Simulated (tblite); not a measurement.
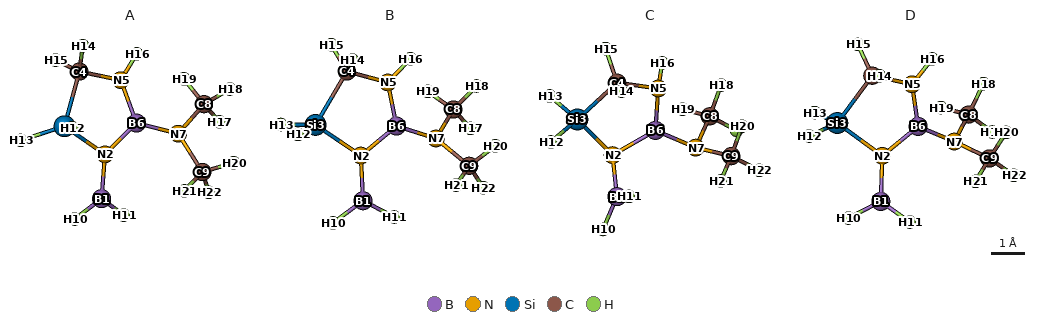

4 geometries from one relaxation of C$_{3}$H$_{13}$B$_{2}$N$_{3}$Si, in shuffled order. The picture is a ball-and-stick view, seen from a free direction.

The calculation used GFN2-xTB geometry optimisation, gas phase in tblite. 

Order the frames from highest to lowest energy.

C, D, B, A. They are steps 0, 26, 57, 148, at +61.5 kcal/mol, +16.4 kcal/mol, +5.64 kcal/mol relative to the last. H11 moves most after the best rigid fit: 2.36 Å. Largest moves by element: H 2.36 Å, C 1.00 Å, N 0.90 Å, Si 0.84 Å, B 0.35 Å. Some distances before and after: B6–N7 1.547 → 1.412 Å, N5–B6 1.537 → 1.409 Å, B1–N2 1.513 → 1.402 Å, Si3–C4 1.842 → 1.910 Å. Among the angles between lasting bonds that change: B1–N2–B6 108.1° → 127.0°, B6–N5–H16 107.0° → 125.5°, B6–N7–C9 110.4° → 125.1°. Groups turn about Si3–C4 by about 30°. After 148 geometry steps the energy has fallen by 61.5 kcal/mol.
